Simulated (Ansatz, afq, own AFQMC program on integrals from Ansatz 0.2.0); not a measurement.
# BH₃− (doublet): quantum Monte Carlo beside coupled cluster at scale of all distances = 1.110, aug-cc-pVDZ

Aim: compute BH₃− (doublet) with auxiliary-field quantum Monte Carlo on the same integrals as coupled cluster, and set the energies side by side.

The runs use Ansatz 0.2.0, Gaussian basis, and an in-house AFQMC program (afq) on its integrals; all values are calculated; aug-cc-pVDZ, frozen cores.

The runs, in order: PBE (unrestricted); r2SCAN (unrestricted); PBE0 (unrestricted); B3LYP (unrestricted); wB97M-V (unrestricted); B2PLYP (unrestricted); CCSD(T) on UHF; CCSDT(Q) on UHF; Phaseless AFQMC, CISD trial on UHF.

10 further runs of the same task are left out: 2 that didn't finish, 8 set aside as unsound or not needed. Runs told in other sessions of the task aren't counted.

## Step 1: What is computed

The geometry derives from a PBE0/def2-TZVPD stationary point (not a proven minimum). All distances are scaled together.

4 atoms, charge -1, spin multiplicity 2.

Atoms are counted from 1 here; the program's logs count them from 0.

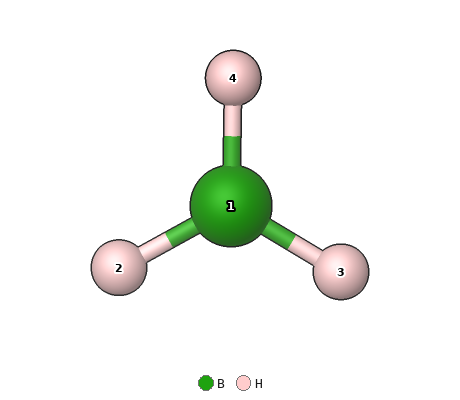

The geometry (boron green, hydrogen pink); atoms are numbered from 1 in the order of the file.

As a file:

```xyz
4
charge -1, multiplicity 2
B     0.0000    0.0000    0.0000
H     1.3495    0.0162    0.0036
H    -0.6888    1.1606   -0.0040
H    -0.6607   -1.1768    0.0004
```

## Step 2: PBE (unrestricted)

in.yaml

```yaml
crystal:
  periodic: [false, false, false]
  atoms:
    - {symbol: B, position_ang: [0.000000, 0.000000, 0.000000]}
    - {symbol: H, position_ang: [1.349509, 0.016202, 0.003589]}
    - {symbol: H, position_ang: [-0.688781, 1.160610, -0.003959]}
    - {symbol: H, position_ang: [-0.660729, -1.176813, 0.000370]}
basis:
  gaussian: {orbitals: aug-cc-pVDZ}
total_charge: -1
magnetization: {spin_polarized: true, initial_magnetization: 1}
hamiltonian: {xc: {name: PBE}}
output: {orbitals: {seedname: orbitals}}
```

On the command line:

```sh
ansatz run in.yaml --threads 1 --pin off --events-out ev --progress --plain --max-ram 1382MiB
```

Standard output:

```text
Functional definition: PBE
  name "PBE"
  cite "Perdew, Burke & Ernzerhof, Phys. Rev. Lett. 77, 3865 (1996) doi:10.1103/PhysRevLett.77.3865"
  parent pbe
  parameter kappa = 0.804
  parameter beta = 0.06672455060314922
  exchange = pbe_x(kappa = kappa, mu = beta*pi^2/3)
  correlation = pbe_c(beta = beta)
399 factors; their error is unknown
mean field evaluation 1: about -721.6732 eV, gradient 6.4e0 eV
mean field evaluation 2: about -720.8904 eV, gradient 1.1e1 eV
mean field evaluation 4: about -722.1435 eV, gradient 2.6e-1 eV
mean field evaluation 8: about -722.1279 eV, gradient 2.5e-3 eV
mean field evaluation 16: about -720.1428 eV, gradient 7.2e0 eV
mean field evaluation 32: about -720.0968 eV, gradient 7.2e0 eV
mean field -722.12791466 eV, -26.5377113880 hartree, gradient 1.7e-5 eV, S^2 0.753295; 7 other end points of the search recorded, 0 dependent functions left out
reference -722.12796238 eV, -26.5377131417 hartree; 5, 4 occupied and 45, 46 virtual orbitals, 399 factors
Total energy: -722.12796238 eV, -26.5377131417 hartree
```

Run time: 2.9 s. Hardware: 1 thread of Intel Xeon Platinum 8223CL at 3.00GHz (Skylake/Cascade Lake), shared host.

From the report: ⟨S²⟩ of the determinant 0.753 (pure doublet: 0.75).

## Step 3: r2SCAN (unrestricted)

Edit in.yaml of step 2 so:

```diff
@@ -11,3 +11,2 @@
 magnetization: {spin_polarized: true, initial_magnetization: 1}
-hamiltonian: {xc: {name: PBE}}
-output: {orbitals: {seedname: orbitals}}
+hamiltonian: {xc: {name: r2SCAN}}
```

Launched as before.

Standard output:

```text
Functional definition: r2SCAN
  name "r2SCAN"
  cite "Furness, Kaplan, Ning, Perdew & Sun, J. Phys. Chem. Lett. 11, 8208 (2020) doi:10.1021/acs.jpclett.0c02405"
  cite "Furness, Kaplan, Ning, Perdew & Sun, J. Phys. Chem. Lett. 11, 9248 (2020) doi:10.1021/acs.jpclett.0c03077"
  parent r2scan
  parameter k0 = 0.174
  parameter k1 = 0.065
  parameter a1 = 4.9479
  exchange = r2scan_x(k0 = k0, k1 = k1, a1 = a1)
  correlation = r2scan_c
399 factors; their error is unknown
mean field evaluation 1: about -722.6199 eV, gradient 5.6e0 eV
mean field evaluation 2: about -722.4872 eV, gradient 7.2e0 eV
mean field evaluation 4: about -722.9807 eV, gradient 1.5e-1 eV
mean field evaluation 8: about -722.9665 eV, gradient 4.4e-2 eV
mean field evaluation 16: about -721.1781 eV, gradient 7.2e0 eV
mean field -722.96652678 eV, -26.5685298149 hartree, gradient 4.2e-5 eV, S^2 0.757045; 3 other end points of the search recorded, 0 dependent functions left out
reference -722.96657204 eV, -26.5685314780 hartree; 5, 4 occupied and 45, 46 virtual orbitals, 399 factors
Total energy: -722.96657204 eV, -26.5685314780 hartree
```

It took 2.4 s on 1 thread of Intel Xeon Platinum 8223CL at 3.00GHz (Skylake/Cascade Lake), shared host.

From the report: ⟨S²⟩ of the determinant 0.757 (pure doublet: 0.75).

## Step 4: PBE0 (unrestricted)

Edit in.yaml of step 3 so:

```diff
@@ -11,2 +11,3 @@
 magnetization: {spin_polarized: true, initial_magnetization: 1}
-hamiltonian: {xc: {name: r2SCAN}}
+hamiltonian: {xc: {name: PBE0}}
+output: {orbitals: {seedname: orbitals}}
```

Launched as before.

Standard output:

```text
Functional definition: PBE0
  name "PBE0"
  cite "Adamo & Barone, J. Chem. Phys. 110, 6158 (1999) doi:10.1063/1.478522"
  cite "Perdew, Burke & Ernzerhof, Phys. Rev. Lett. 77, 3865 (1996) doi:10.1103/PhysRevLett.77.3865"
  parent pbe
  parameter a = 0.25
  parameter kappa = 0.804
  parameter beta = 0.06672455060314922
  exchange = (1 - a)*pbe_x(kappa = kappa, mu = beta*pi^2/3) + a*exact_x
  correlation = pbe_c(beta = beta)
399 factors; their error is unknown
mean field evaluation 1: about -722.2030 eV, gradient 3.5e0 eV
mean field evaluation 2: about -722.2957 eV, gradient 2.1e0 eV
mean field evaluation 4: about -722.3363 eV, gradient 1.1e-1 eV
mean field evaluation 8: about -722.3280 eV, gradient 3.3e-2 eV
mean field evaluation 16: about -722.1953 eV, gradient 1.5e0 eV
mean field -722.32804323 eV, -26.5450659771 hartree, gradient 1.8e-5 eV, S^2 0.754080; 2 other end points of the search recorded, 0 dependent functions left out
reference -722.32808175 eV, -26.5450673929 hartree; 5, 4 occupied and 45, 46 virtual orbitals, 399 factors
Total energy: -722.32808175 eV, -26.5450673929 hartree
```

It took 0.72 s on 1 thread of Intel Xeon Platinum 8223CL at 3.00GHz (Skylake/Cascade Lake), shared host.

From the report: ⟨S²⟩ of the determinant 0.754 (pure doublet: 0.75).

## Step 5: B3LYP (unrestricted)

Edit in.yaml of step 4 so:

```diff
@@ -11,3 +11,2 @@
 magnetization: {spin_polarized: true, initial_magnetization: 1}
-hamiltonian: {xc: {name: PBE0}}
-output: {orbitals: {seedname: orbitals}}
+hamiltonian: {xc: {name: B3LYP}}
```

Same command.

Standard output (excerpt; [...] marks lines left out):

```text
Functional definition: B3LYP
  name "B3LYP"
  cite "Stephens, Devlin, Chabalowski & Frisch, J. Phys. Chem. 98, 11623 (1994) doi:10.1021/j100096a001"
  cite "Becke, Phys. Rev. A 38, 3098 (1988) doi:10.1103/PhysRevA.38.3098"
  cite "Lee, Yang & Parr, Phys. Rev. B 37, 785 (1988) doi:10.1103/PhysRevB.37.785"
  cite "Vosko, Wilk & Nusair, Can. J. Phys. 58, 1200 (1980) doi:10.1139/p80-159"
[...]
399 factors; their error is unknown
[...]
mean field -723.80511453 eV, -26.5993473462 hartree, gradient 9.9e-6 eV, S^2 0.752716; 7 other end points of the search recorded, 0 dependent functions left out
reference -723.80531840 eV, -26.5993548382 hartree; 5, 4 occupied and 45, 46 virtual orbitals, 399 factors
Total energy: -723.80531840 eV, -26.5993548382 hartree
```

Run time: 1.7 s. Hardware: 1 thread of Intel Xeon Platinum 8223CL at 3.00GHz (Skylake/Cascade Lake), shared host.

From the report: ⟨S²⟩ of the determinant 0.753 (pure doublet: 0.75).

## Step 6: wB97M-V (unrestricted)

Edit in.yaml of step 5 so:

```diff
@@ -11,2 +11,3 @@
 magnetization: {spin_polarized: true, initial_magnetization: 1}
-hamiltonian: {xc: {name: B3LYP}}
+hamiltonian: {xc: {name: wB97M-V}}
+output: {orbitals: {seedname: orbitals}}
```

Same command.

Standard output (excerpt; [...] marks lines left out):

```text
Functional definition: wB97M-V
  name "wB97M-V"
  cite "Mardirossian & Head-Gordon, J. Chem. Phys. 144, 214110 (2016) doi:10.1063/1.4952647"
  cite "Becke, J. Chem. Phys. 107, 8554 (1997) doi:10.1063/1.475007"
  cite "Vydrov & Van Voorhis, J. Chem. Phys. 133, 244103 (2010) doi:10.1063/1.3521275"
  # Of w^i u^j: cxij and so on, Table III.
[...]
  gx(w, u) = 1 - cx + cx01*u + cx10*w
  gss(w, u) = css00 + css04*u^4 + css10*w + css20*w^2 + css43*w^4*u^3
  gos(w, u) = cos00 + cos10*w + (cos20 + cos21*u)*w^2 + (cos60 + cos61*u)*w^6
[...]
      + integral(e_c_pw_mod_opposite_spin*gos(b97_w_opposite, b97_u_opposite)) + vv10(b, c)
399 factors; their error is unknown
238 factors; integrals over basis functions are off by at most 2.1e-6 eV
[...]
mean field -722.48939739 eV, -26.5509956330 hartree, gradient 3.9e-5 eV, S^2 0.752072; 2 other end points of the search recorded, 0 dependent functions left out
reference -722.48944499 eV, -26.5509973823 hartree; 5, 4 occupied and 45, 46 virtual orbitals, 399 factors
Total energy: -722.48944499 eV, -26.5509973823 hartree
```

Wall time 3 s (1 thread of Intel Xeon Platinum 8223CL at 3.00GHz (Skylake/Cascade Lake), shared host).

From the report: ⟨S²⟩ of the determinant 0.752 (pure doublet: 0.75).

## Step 7: B2PLYP (unrestricted)

Edit in.yaml of step 6 so:

```diff
@@ -11,3 +11,3 @@
 magnetization: {spin_polarized: true, initial_magnetization: 1}
-hamiltonian: {xc: {name: wB97M-V}}
-output: {orbitals: {seedname: orbitals}}
+hamiltonian: {xc: {name: B2PLYP}}
+correlation: {electrons: outside_noble_gas}
```

Same command.

Standard output (excerpt; [...] marks lines left out):

```text
Functional definition: B2PLYP
  name "B2PLYP"
  cite "Grimme, J. Chem. Phys. 124, 034108 (2006) doi:10.1063/1.2148954"
  cite "Becke, Phys. Rev. A 38, 3098 (1988) doi:10.1103/PhysRevA.38.3098"
  cite "Lee, Yang & Parr, Phys. Rev. B 37, 785 (1988) doi:10.1103/PhysRevB.37.785"
[...]
479 factors; integrals over basis functions are off by at most 1.2e-3 eV
[...]
mean field -721.22084341 eV, -26.5043771343 hartree, gradient 6.4e-7 eV, S^2 0.754296; 4 other end points of the search recorded, 0 dependent functions left out
1 core orbitals not correlated: weight in the atoms' cores, before any rotation towards them, 1.000 or more for the frozen orbitals, at most 0.000 for the correlated occupied ones
reference -721.22097457 eV, -26.5043819542 hartree; 4, 3 occupied and 45, 46 virtual orbitals, 479 factors
second order -4.05678684 eV of doubles, -0.00000000 eV of singles
Total energy: -722.31630701 eV, -26.5446346792 hartree
```

Wall time 1.3 s (1 thread of Intel Xeon Platinum 8223CL at 3.00GHz (Skylake/Cascade Lake), shared host).

From the report: ⟨S²⟩ of the determinant 0.754 (pure doublet: 0.75).

## Step 8: CCSD(T) on UHF

Edit in.yaml of step 7 so:

```diff
@@ -11,3 +11,2 @@
 magnetization: {spin_polarized: true, initial_magnetization: 1}
-hamiltonian: {xc: {name: B2PLYP}}
-correlation: {electrons: outside_noble_gas}
+correlation: {method: ccsd_t, electrons: outside_noble_gas, hamiltonian_folder: ham}
```

Launched as before.

Standard output (excerpt; [...] marks lines left out):

```text
Functional definition: HF
  name "HF"
  cite "Fock, Z. Phys. 61, 126 (1930) doi:10.1007/BF01340294"
  parent pbe
[...]
479 factors; integrals over basis functions are off by at most 1.2e-3 eV
[...]
mean field -716.89128235 eV, -26.3452686999 hartree, gradient 2.2e-6 eV, S^2 0.759116; 12 other end points of the search recorded, 0 dependent functions left out
determinant -716.89128235 eV, -26.3452686999 hartree, with singles and doubles -720.85010578 eV, -26.4907527776 hartree
determinant -716.23358700 eV, -26.3210988417 hartree, with singles and doubles -719.78270371 eV, -26.4515264750 hartree
determinant -715.87977108 eV, -26.3080963466 hartree, with singles and doubles -719.35223537 eV, -26.4357070554 hartree
determinant -715.87783398 eV, -26.3080251592 hartree, with singles and doubles -719.35251584 eV, -26.4357173626 hartree
determinant -714.68086199 eV, -26.2640372501 hartree, with singles and doubles -718.54108773 eV, -26.4058979295 hartree
determinant -714.66110518 eV, -26.2633112005 hartree, with singles and doubles -718.18073984 eV, -26.3926553888 hartree
1 core orbitals not correlated: weight in the atoms' cores, before any rotation towards them, 1.000 or more for the frozen orbitals, at most 0.000 for the correlated occupied ones
reference -716.89128235 eV, -26.3452686999 hartree; 4, 3 occupied and 45, 46 virtual orbitals, 479 factors
second order -3.22546186 eV of doubles, -0.00000000 eV of singles
cycle   1  -3.92458598 eV  change   -1.6e-1 eV  update   1.8e-2
[...]
cycle   9  -3.93175056 eV  change    5.6e-6 eV  update   6.5e-6
perturbative correction -0.11159712 eV, -0.0041011184 hartree
Total energy: -720.93463002 eV, -26.4938589863 hartree
```

It took 3.1 s on 1 thread of Intel Xeon Platinum 8223CL at 3.00GHz (Skylake/Cascade Lake), shared host.

From the report: ⟨S²⟩ of the determinant 0.759 (pure doublet: 0.75); correlation -4.0433 eV; T1 0.017; largest double amplitude 0.04.

This run also writes the integrals to the folder ham.

## Step 9: CCSDT(Q) on UHF

Edit in.yaml of step 8 so:

```diff
@@ -11,2 +11,2 @@
 magnetization: {spin_polarized: true, initial_magnetization: 1}
-correlation: {method: ccsd_t, electrons: outside_noble_gas, hamiltonian_folder: ham}
+correlation: {method: ccsdt_q, electrons: outside_noble_gas}
```

Same command.

Standard output (excerpt; [...] marks lines left out):

```text
Functional definition: HF
  name "HF"
  cite "Fock, Z. Phys. 61, 126 (1930) doi:10.1007/BF01340294"
  parent pbe
[...]
827 factors; integrals over basis functions are off by at most 1.5e-7 eV
[...]
mean field -716.89128409 eV, -26.3452687639 hartree, gradient 2.0e-6 eV, S^2 0.759116; 14 other end points of the search recorded, 0 dependent functions left out
determinant -716.89128409 eV, -26.3452687639 hartree, with singles and doubles -720.85010530 eV, -26.4907527600 hartree
determinant -716.23358758 eV, -26.3210988629 hartree, with singles and doubles -719.78270073 eV, -26.4515263657 hartree
determinant -715.87977475 eV, -26.3080964813 hartree, with singles and doubles -719.35223549 eV, -26.4357070598 hartree
determinant -715.87783758 eV, -26.3080252916 hartree, with singles and doubles -719.35253030 eV, -26.4357178938 hartree
determinant -714.68086433 eV, -26.2640373360 hartree, with singles and doubles -718.54108683 eV, -26.4058978965 hartree
determinant -714.66111525 eV, -26.2633115709 hartree, with singles and doubles -718.18076045 eV, -26.3926561461 hartree
1 core orbitals not correlated: weight in the atoms' cores, before any rotation towards them, 1.000 or more for the frozen orbitals, at most 0.000 for the correlated occupied ones
reference -716.89128409 eV, -26.3452687639 hartree; 4, 3 occupied and 45, 46 virtual orbitals, 827 factors
second order -3.22546794 eV of doubles, -0.00000000 eV of singles
cycle   1  -3.73774700 eV  change   -5.1e-1 eV  update   6.4e-2
[...]
cycle  16  -4.06562082 eV  change    6.1e-7 eV  update   2.3e-7
perturbative correction -0.00359001 eV, -0.0001319303 hartree
Total energy: -720.96049492 eV, -26.4948095037 hartree
```

Wall time 27 s (1 thread of Intel Xeon Platinum 8223CL at 3.00GHz (Skylake/Cascade Lake), shared host); peak memory 0.39 GiB.

From the report: ⟨S²⟩ of the determinant 0.759 (pure doublet: 0.75); correlation -4.0692 eV; T1 0.017; largest double amplitude 0.05.

## Step 10: Phaseless AFQMC, CISD trial on UHF

It reads the integrals that the CCSD(T) run on this determinant wrote.

On the command line:

```sh
afq ham --method phaseless --trial cisd --walkers 60 --populations 1 --least-time 40 --time-step 0.005 --steps-per-block 50 --equilibration-blocks 28 --max-blocks 300 --target-error 0.00032 --factor-cut 1e-05 --start spin_pure --seed 3819 --release-times 0.24,0.51,0.99,1.62,2.4 --release-step 0.03 --release-every 4 --taylor-order 6
```

Standard output:

```text
orbitals 49  electrons 4 3  factors 394 of 479
reference energy -26.34526870 Eh
CCSD correlation -0.14448903 Eh in 11 cycles, weight of the determinant in the CISD state 0.9124
energy of the start -26.489616 Eh
 block  time / (1/Eh)  mean weight  energy / Eh
     1     0.250  0.9993  -26.488723
     2     0.500  1.0012  -26.488943
     3     0.750  0.9995  -26.490002
     4     1.000  0.9994  -26.491240
     5     1.250  1.0000  -26.492611
     6     1.500  0.9981  -26.493036
     7     1.750  1.0010  -26.493061
     8     2.000  0.9991  -26.495326
     9     2.250  0.9974  -26.496249
    10     2.500  0.9997  -26.497515
    17     4.250  0.9994  -26.492891
    25     6.250  1.0020  -26.492582
    33     8.250  0.9997  -26.495198
    41    10.250  0.9980  -26.492886
    49    12.250  0.9994  -26.495097
    57    14.250  0.9986  -26.494134
    65    16.250  1.0009  -26.502011
    73    18.250  1.0003  -26.494153
    81    20.250  1.0015  -26.494427
    89    22.250  1.0008  -26.493477
    97    24.250  1.0002  -26.492074
   105    26.250  1.0004  -26.495944
   113    28.250  0.9992  -26.494746
   121    30.250  1.0003  -26.493373
   129    32.250  0.9994  -26.493473
   137    34.250  1.0000  -26.489141
   145    36.250  1.0001  -26.504039
   153    38.250  0.9990  -26.495872
   161    40.250  1.0013  -26.492911
   169    42.250  0.9994  -26.493289
   177    44.250  0.9998  -26.497087
   185    46.250  1.0001  -26.493742
   193    48.250  0.9996  -26.498195
   201    50.250  0.9995  -26.490978
   209    52.250  0.9972  -26.497280
   217    54.250  0.9986  -26.495948
   225    56.250  1.0007  -26.494615
   233    58.250  1.0016  -26.492817
   241    60.250  0.9995  -26.493910
   249    62.250  1.0028  -26.498144
   257    64.250  1.0010  -26.496067
   265    66.250  0.9995  -26.491205
   273    68.250  0.9982  -26.491621
   281    70.250  1.0013  -26.494076
   289    72.250  1.0010  -26.493398
   297    74.250  0.9990  -26.493974
   305    76.250  0.9999  -26.492487
   313    78.250  1.0019  -26.497823
   321    80.250  1.0024  -26.493388
blocks merged  error / Eh  count
     1  0.000168  300
     2  0.000219  150
     4  0.000274  75
     8  0.000301  37
    16  0.000269  18
    32  0.000309  9
released: time / (1/Eh)  energy / Eh  error  mean overlap
  0.24  -26.494508  0.000265  0.9982
  0.51  -26.494636  0.000302  0.9907
  0.99  -26.494636  0.000278  1.0033
  1.62  -26.494584  0.000177  1.0140
  2.40  -26.494424  0.000289  1.0295
energy -26.494956 +/- 0.000301 Eh
```

Wall time 17 min (1 thread of Intel Xeon Platinum 8223CL at 3.00GHz (Skylake/Cascade Lake), shared host); peak memory 0.25 GiB.

Energy -720.9645 ± 0.0082 eV. Caveats: constraint bias not in the error.

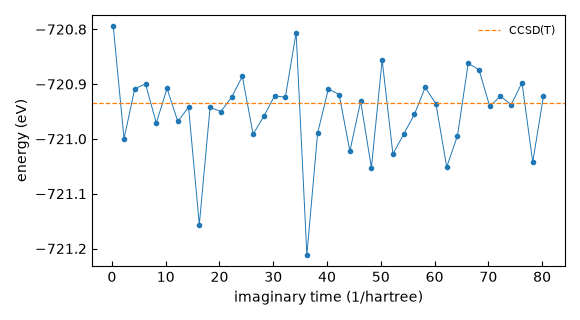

Block energies along the walk.

## Step 11: AFQMC on the ladder

On the UHF determinant, counted from CCSDT(Q) (a yardstick, not exact):

| level | energy (eV) | from CCSDT(Q) (kcal/mol) | statistical error (kcal/mol) | time |
| --- | --- | --- | --- | --- |
| HF | -716.8913 | +93.84 |  |  |
| MP2 | -720.1167 | +19.46 |  |  |
| CCSD | -720.8230 | +3.17 |  |  |
| CCSD(T) | -720.9346 | +0.60 |  |  |
| CCSDT(Q) | -720.9605 | 0.00 |  |  |
| Phaseless AFQMC, CISD trial, step 0.005, 60 walkers | -720.9645 | -0.09 | 0.19 | 17 min |

The functionals' totals stand on their own zeros and serve differences with other points: PBE -722.128 eV; r2SCAN -722.967 eV; PBE0 -722.328 eV; B3LYP -723.805 eV; wB97M-V -722.489 eV; B2PLYP -722.316 eV.

## Step 12: Summary of results

| quantity | value |
| --- | --- |
| CCSD(T) on UHF from CCSDT(Q) | +0.60 kcal/mol |
| Phaseless AFQMC, CISD trial on UHF from CCSDT(Q) | -0.09 ± 0.19 kcal/mol |

What this shows: On UHF the phaseless walk with the CISD trial lies -0.09 kcal/mol from CCSDT(Q), within three error bars. Error bars are statistical and leave out the constraint, the time step and what remains of the start.

The anion's highest level is positive in at least one run, so there the basis alone may hold the extra electron.
